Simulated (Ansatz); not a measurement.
The calculation's input:

```
crystal:
  periodic: [false, false, false]
  atoms:
    - {symbol: Mo, position_ang: [-0.870361, 0.063250, 0.856877]}
    - {symbol: Mo, position_ang: [0.026793, 1.387541, -1.005314]}
    - {symbol: Mo, position_ang: [0.975843, -1.205108, -0.547952]}
    - {symbol: S, position_ang: [0.057333, 0.915477, 2.589147]}
    - {symbol: S, position_ang: [1.097471, 0.034715, -2.464772]}
    - {symbol: S, position_ang: [-3.162753, 0.460512, 0.530579]}
    - {symbol: S, position_ang: [-0.833637, -2.392477, 0.738608]}
    - {symbol: S, position_ang: [1.503645, 2.767459, 0.039983]}
    - {symbol: S, position_ang: [-1.825183, 2.414629, -1.903164]}
    - {symbol: S, position_ang: [2.951428, -1.049859, 0.580635]}
    - {symbol: S, position_ang: [0.933417, -3.218468, -1.683316]}
    - {symbol: H, position_ang: [-3.459803, 0.398272, 1.856414]}
    - {symbol: H, position_ang: [-0.155854, -2.431299, 1.916645]}
    - {symbol: H, position_ang: [1.215375, 2.377615, 1.346731]}
    - {symbol: H, position_ang: [-2.827422, 2.153747, -1.008544]}
    - {symbol: H, position_ang: [2.680680, 0.244302, 0.931970]}
    - {symbol: H, position_ang: [1.693009, -2.920289, -2.774548]}
basis:
  gaussian: {orbitals: def2-TZVP, fitting: {mean_field: def2-universal-jkfit}, initial_orbitals: start.molden}
hamiltonian: {xc: pbe0, dispersion: d4}
scf: {omitted_lower_state_checks: [starts]}
output: {forces: true, orbitals: {seedname: orbitals}}
```

Launched as:

```sh
ansatz run in.yaml --threads 2 --pin off --events-out ev --progress --plain --max-ram 32768MiB --backend cuda --devices 0, --max-vram 18GiB
```

Geometry: r2SCAN-D4/def2-SVP; core potentials replace the inner electrons of Mo; not at a stationary point (largest force 0.7 eV/Å).

Level of theory: RKS PBE0-D4/def2-TZVP in Ansatz.

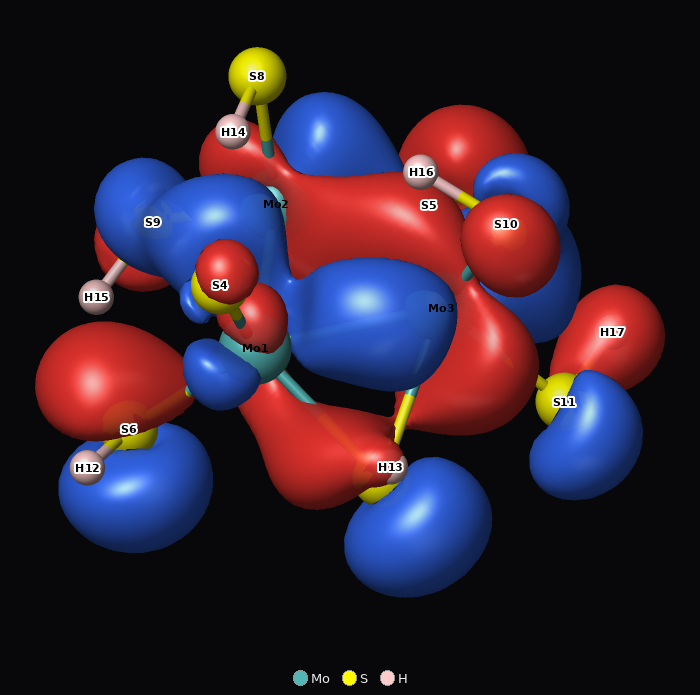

H6Mo3S8. The HOMO at ±0.05 Å⁻³ᐟ² (blue and red are the two phases), seen across its widest extent.

**What is the character of this orbital?**

Its weight (Hirshfeld) is mainly on Mo3 (about 40 %), Mo2 (about 15 %), S5 (about 10 %), S6 (about 10 %) and S7 (about 10 %). Its energy is −6.68 eV.
